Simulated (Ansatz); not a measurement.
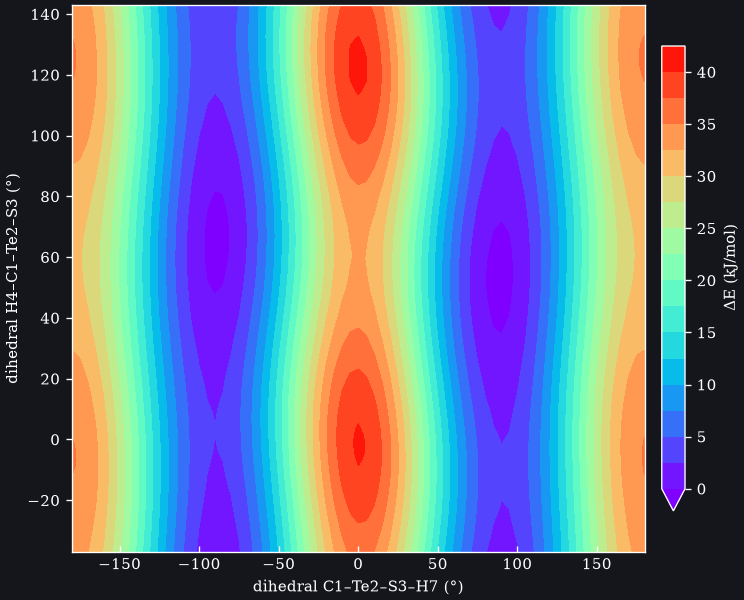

CH4STe, SMILES C[Te]S. 
- Coordinates scanned: (1) dihedral C1–Te2–S3–H7; (2) dihedral H4–C1–Te2–S3.
- Nothing is relaxed (all other coordinates rigid).
- The scan uses an 18 × 17 grid.
- Points are written as (first, second).
- Energies: kJ/mol, counted from the lowest grid point.
- Theory: RKS SPW92 (LDA)/def2-TZVP in Ansatz.

In the figure: filled contours. Between grid points the surface is interpolated.

The lowest grid point is at (80°, 53.0°); the map holds 2 wells of about this depth. The bottom of the well lies between grid points, at about (90°, 54°), about 0.68 kJ/mol lower on the interpolated surface. The energy also falls towards the edge at (−80°, −37.0°) (1.3 kJ/mol above the lowest) and (100°, −37.0°) (2.3 kJ/mol above the lowest), where a further well may lie outside the range. The highest grid point, (0°, 120.5°), lies 40.4 kJ/mol above the lowest. On the interpolated surface the easiest way out of the lowest well to a well of about the same depth near (−80°, 64.2°) passes a barrier of about 31 kJ/mol.

The level of theory is changed to RKS B3LYP-D4/def2-TZVP in Ansatz; with it change the reference geometry, relaxed at the new level; the new grid has 12 × 13 points, laid about the new relaxed structure.

> What will the new map look like?

The minimum (interpolated where it lies between grid points) moves from about (90°, 54°) to (90°, 56°). The easiest pass out of the lowest well goes from about 31 to about 28 kJ/mol on the interpolated surfaces.

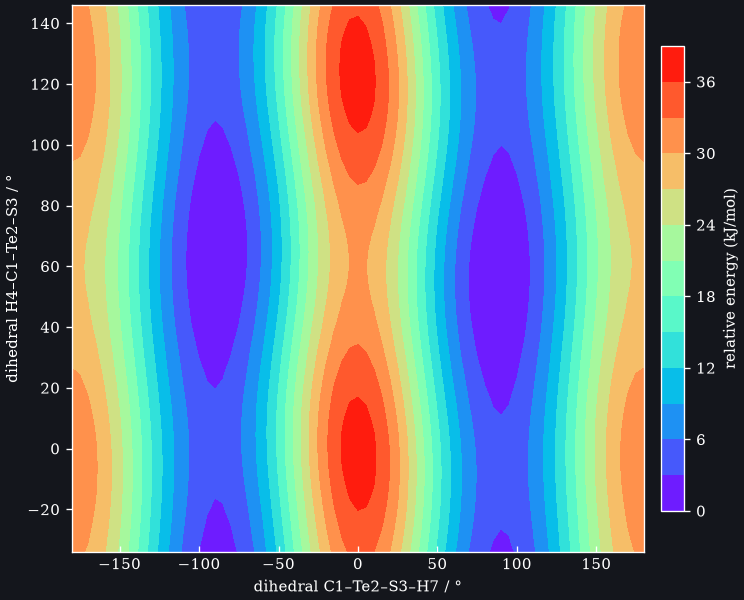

The map after the change, on a colour scale of its own. In the figure: filled contours. Between grid points the surface is interpolated.
